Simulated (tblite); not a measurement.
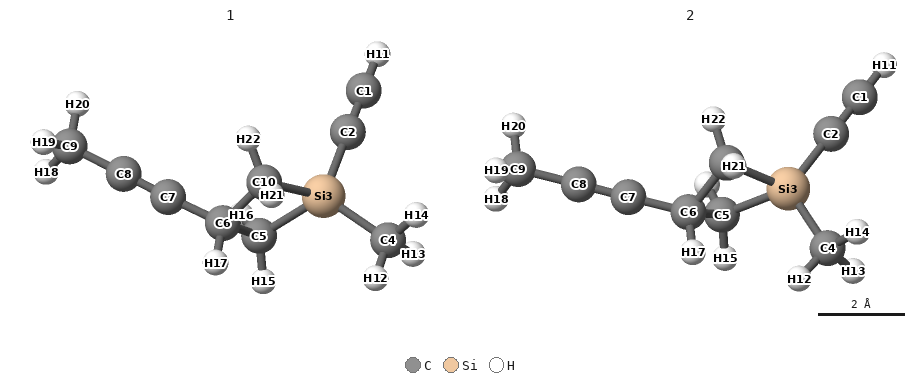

Two geometries of C$_{9}$H$_{12}$Si, drawn at one scale. One is the start of a relaxation, the other its converged end. Style: ball-and-stick. Shown at a tilt.

These are results of GFN2-xTB geometry optimisation, gas phase in tblite, not measurements. 

**Which geometry has the lower energy?**

Structure 1 is the relaxed one. Over 102 geometry steps the energy falls by 31.1 kJ/mol. The largest move after the best rigid fit is that of H11, 1.12 Å. By element the largest moves are H 1.12 Å, C 0.86 Å, Si 0.23 Å. Some distances before and after: Si3–C4 1.835 → 1.899 Å, C2–Si3 1.827 → 1.854 Å, C5–C6 1.578 → 1.552 Å, Si3–C10 1.893 → 1.914 Å. Bond angles that change, for instance: C2–Si3–C4 117.0° → 109.8°, C4–Si3–C5 111.7° → 118.1°, C5–C6–C10 94.8° → 100.3°. Groups turn about C6–C10 by about 20°, C5–C6 by about 20°. The run took 3.4 s on 1 thread of Intel(R) Xeon(R) Processor @ 2.50GHz (shared host).
